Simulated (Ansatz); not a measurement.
```xyz
5

Ge    0.0003    0.0000   -0.0694
F     0.0001    0.0000    1.6844
H     1.4748    0.0000   -0.4944
H    -0.7368    1.2769   -0.4946
H    -0.7368   -1.2769   -0.4946
```

All numbers below come from RKS B3LYP-D4/def2-TZVP in Ansatz.

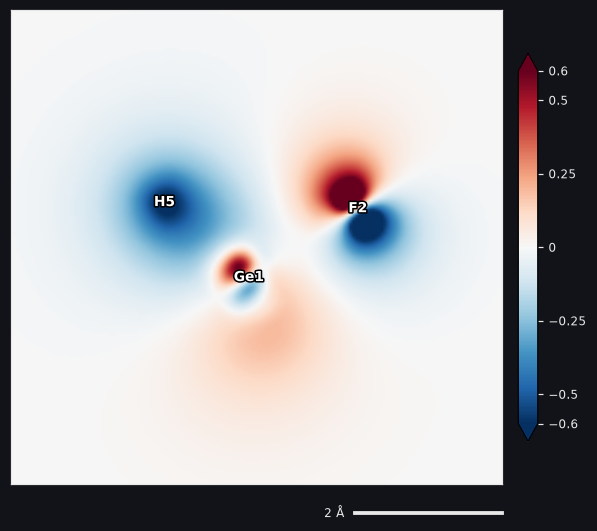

FGeH$_{3}$. The HOMO on the plane of atoms F2, Ge1 and H5 (values in Å⁻³ᐟ²; the overall sign is arbitrary).

What is the character of this orbital?

Its weight (Hirshfeld) is mainly on Ge1 (about 30 %), F2 (about 30 %), H4 (about 20 %) and H5 (about 20 %). It is one of a degenerate set, so its orientation is arbitrary. Its energy is −9.48 eV.
